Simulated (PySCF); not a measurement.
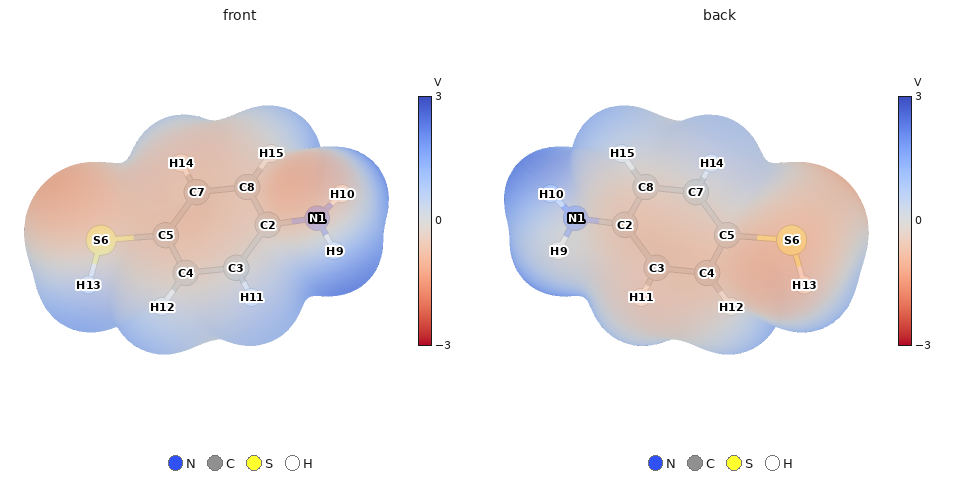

Figure. C6H7NS (SMILES Nc1ccc(S)cc1). The electrostatic potential painted on the density surface at 0.002 e/bohr³, seen from the front and from behind; the colour scale runs from red (negative) to blue (positive).

Geometry: GFN2-xTB.

Computed with PySCF, PBE0/def2-SVPD, SCF density, gas phase.

```xyz
15

N    -2.5927    0.1711   -0.0599
C    -1.2189    0.0395   -0.0566
C    -0.3970    1.1537    0.1156
C     0.9740    1.0166    0.1964
C     1.5529   -0.2405    0.1014
S     3.3097   -0.4685    0.1910
C     0.7466   -1.3579   -0.0734
C    -0.6226   -1.2194   -0.1507
H    -2.9552    1.0858   -0.2738
H    -3.1150   -0.5913   -0.4597
H    -0.8413    2.1360    0.1891
H     1.5921    1.8929    0.3324
H     3.6076    0.8180    0.3610
H     1.1988   -2.3348   -0.1502
H    -1.2434   -2.0932   -0.2846
```

**Where is the surface potential most negative and most positive?**

The most negative region (about −1.1 V, or −25 kcal/mol for a unit charge) lies over N1 and S6, the most positive (about +2.0 V, or +46 kcal/mol for a unit charge) over H9 and H10.

**What dipole moment does the calculation give?**

Its dipole moment is 2.85 D.
